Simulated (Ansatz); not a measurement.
**[(RSn)12O14(OH)6]2+, R = F (F₁₂H₆O₂₀Sn₁₂ (+2)): the relaxed shape and its frontier levels**

What does [(RSn)12O14(OH)6]2+, R = F (F₁₂H₆O₂₀Sn₁₂ (+2)) look like as a singlet, and where do its frontier electrons sit?

Computed with Ansatz 0.2.0, Gaussian basis. Level: RKS PBE0-D4/def2-SVP.

Levels to be run: relaxation at r2SCAN-D4/def2-SVP; a single point at PBE0-D4/def2-SVP.

2 further runs of the same task are left out: 2 for a known fault of the program.

### 1 Starting geometry

50 atoms, charge 2, spin multiplicity 1.

Atoms are counted from 1 here; the program's logs count them from 0.

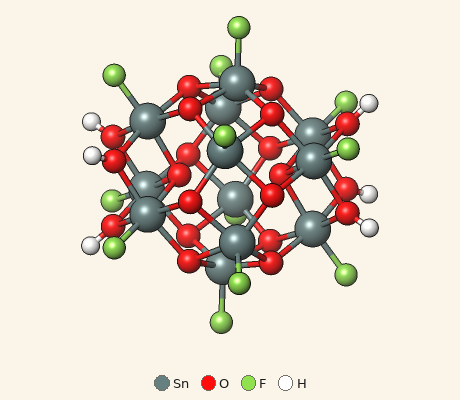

Start geometry, drawn with tin teal, oxygen red, fluorine green, hydrogen white.

Sn takes a core potential in the def2 sets. No spin-orbit coupling is included. The ion is computed in the gas phase, without counter-ions or solvent.

The start is a GFN1-xTB geometry.

### 2 Optimising with r2SCAN-D4/def2-SVP

File in.yaml:

```yaml
crystal:
  periodic: [false, false, false]
  atoms:
    - {symbol: Sn, position_ang: [0.181770, 1.712420, 2.650380]}
    - {symbol: Sn, position_ang: [1.710210, 2.658810, 0.180590]}
    - {symbol: Sn, position_ang: [2.651960, 0.184160, 1.704490]}
    - {symbol: Sn, position_ang: [0.218330, 1.829940, -2.392060]}
    - {symbol: Sn, position_ang: [1.818640, -2.388720, 0.211360]}
    - {symbol: Sn, position_ang: [-2.388080, 0.212390, 1.827310]}
    - {symbol: Sn, position_ang: [-0.218380, -1.831570, 2.390640]}
    - {symbol: Sn, position_ang: [-1.818780, 2.387920, -0.212830]}
    - {symbol: Sn, position_ang: [2.390170, -0.211130, -1.825790]}
    - {symbol: Sn, position_ang: [-0.179660, -1.712360, -2.652060]}
    - {symbol: Sn, position_ang: [-1.707950, -2.658420, -0.182610]}
    - {symbol: Sn, position_ang: [-2.649780, -0.185040, -1.706180]}
    - {symbol: O, position_ang: [0.931460, 0.937620, 0.927130]}
    - {symbol: O, position_ang: [-0.742350, -0.051850, 3.036590]}
    - {symbol: O, position_ang: [-1.568560, 2.105750, 1.714950]}
    - {symbol: O, position_ang: [-0.047580, 3.048130, -0.747900]}
    - {symbol: O, position_ang: [2.104530, 1.716410, -1.571340]}
    - {symbol: O, position_ang: [1.704320, -1.564020, 2.097170]}
    - {symbol: O, position_ang: [3.038600, -0.746310, -0.052430]}
    - {symbol: O, position_ang: [-1.705390, 1.564970, -2.098640]}
    - {symbol: O, position_ang: [0.745460, 0.050680, -3.037480]}
    - {symbol: O, position_ang: [0.048020, -3.051110, 0.747510]}
    - {symbol: O, position_ang: [1.571040, -2.104670, -1.716240]}
    - {symbol: O, position_ang: [-2.104420, -1.714470, 1.567770]}
    - {symbol: O, position_ang: [-3.034820, 0.743030, 0.052670]}
    - {symbol: O, position_ang: [-0.929820, -0.937890, -0.928990]}
    - {symbol: O, position_ang: [1.042700, 3.416740, 1.946820]}
    - {symbol: O, position_ang: [1.950720, 1.047670, 3.408450]}
    - {symbol: O, position_ang: [3.413110, 1.949990, 1.038910]}
    - {symbol: O, position_ang: [-1.035770, -3.417440, -1.946470]}
    - {symbol: O, position_ang: [-1.948000, -1.047380, -3.410080]}
    - {symbol: O, position_ang: [-3.410730, -1.953100, -1.046360]}
    - {symbol: F, position_ang: [-0.329250, 2.490900, 4.238470]}
    - {symbol: F, position_ang: [2.493330, 4.243570, -0.332820]}
    - {symbol: F, position_ang: [4.234520, -0.334600, 2.489490]}
    - {symbol: F, position_ang: [0.386720, 2.980370, -3.801280]}
    - {symbol: F, position_ang: [2.975560, -3.791390, 0.392590]}
    - {symbol: F, position_ang: [-3.792240, 0.388560, 2.982860]}
    - {symbol: F, position_ang: [-0.392050, -2.980760, 3.800060]}
    - {symbol: F, position_ang: [-2.978030, 3.789080, -0.389770]}
    - {symbol: F, position_ang: [3.796170, -0.385890, -2.978980]}
    - {symbol: F, position_ang: [0.334340, -2.488890, -4.239570]}
    - {symbol: F, position_ang: [-2.495040, -4.240490, 0.330730]}
    - {symbol: F, position_ang: [-4.233730, 0.332740, -2.487500]}
    - {symbol: H, position_ang: [1.027880, 4.312140, 2.280410]}
    - {symbol: H, position_ang: [2.267520, 1.001450, 4.308860]}
    - {symbol: H, position_ang: [4.307110, 2.287500, 1.035680]}
    - {symbol: H, position_ang: [-1.047230, -4.307140, -2.294910]}
    - {symbol: H, position_ang: [-2.274720, -1.020410, -4.307680]}
    - {symbol: H, position_ang: [-4.311810, -2.267910, -1.001940]}
basis:
  gaussian: {orbitals: def2-SVP, fitting: {mean_field: def2-universal-jkfit}}
total_charge: 2
hamiltonian: {xc: r2scan, dispersion: d4}
scf: {lower_state_search: "off"}
output: {orbitals: {seedname: orbitals}}
relax: {f_tol: 0.03, max_steps: 70}
```

Launch:

```bash
> ansatz run in.yaml --threads 11 --pin off --events-out ev --progress --plain --max-ram 174080MiB --backend cuda --devices 0, --max-vram 75GiB
```

After this run come: Single point, PBE0-D4/def2-SVP.

Before running them: what should the planned runs give, taken together? Wanted: point group; commonest bond, hydrogen aside; HOMO, LUMO at PBE0-D4/def2-SVP.

As calculated:

```
                      quantity                            value
                   point group                              D3d
commonest bond, hydrogen aside  O–Sn, 54 of mean length 2.091 Å
HOMO, LUMO at PBE0-D4/def2-SVP                -16.37, -10.79 eV
```

The molecule keeps its bonding pattern by the stored test; the atoms moved 0.21 Å (rms). No usable vibrations, so a minimum isn't proven. Whether this spin is the lowest isn't tested here.
